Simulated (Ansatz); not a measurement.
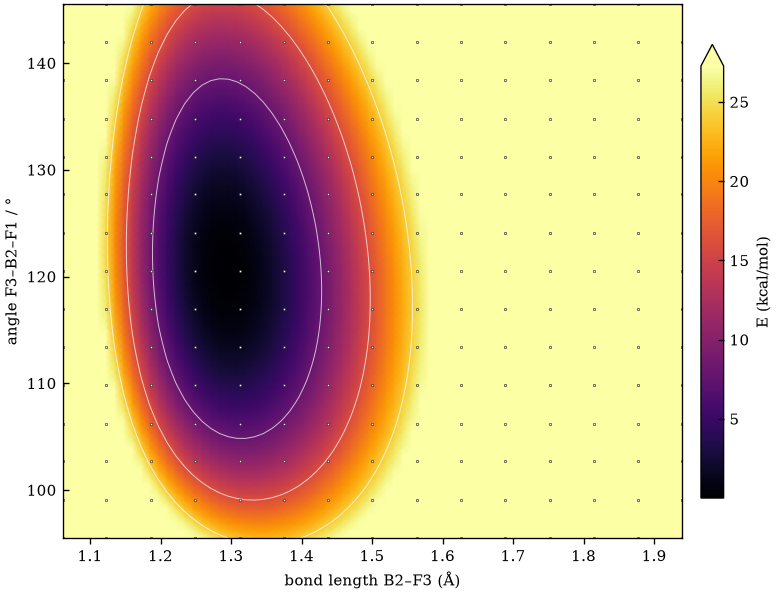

BF2, SMILES F[B]F, spin multiplicity 2. The first coordinate is: bond length B2–F3; the second: angle F3–B2–F1. Nothing is relaxed (all other coordinates rigid). The scan uses a 15 × 15 grid. Points are written as (first, second). All energies are given in kcal/mol relative to the relaxed molecule at the same level. These are results of UHF/def2-TZVP in Ansatz 0.2.0, not measurements.

In the figure: a smooth colour map with a few white contour lines, dots at the grid points, one colour for all values above the top of the scale. Between grid points the surface is interpolated.

**Where is the minimum, and how stiff is the well along each coordinate?**

The interpolated minimum is at bond length B2–F3 ≈ 1.293 Å, angle F3–B2–F1 ≈ 120.5°. The curvatures there are about 51 eV/Å² and 8 eV/rad², with a cross term of about 2.1 eV/(Å·rad). Round the minimum the two coordinates are weakly coupled (coupling 0.10 in units of the two stiffnesses). (1 eV is 23.1 kcal/mol.)
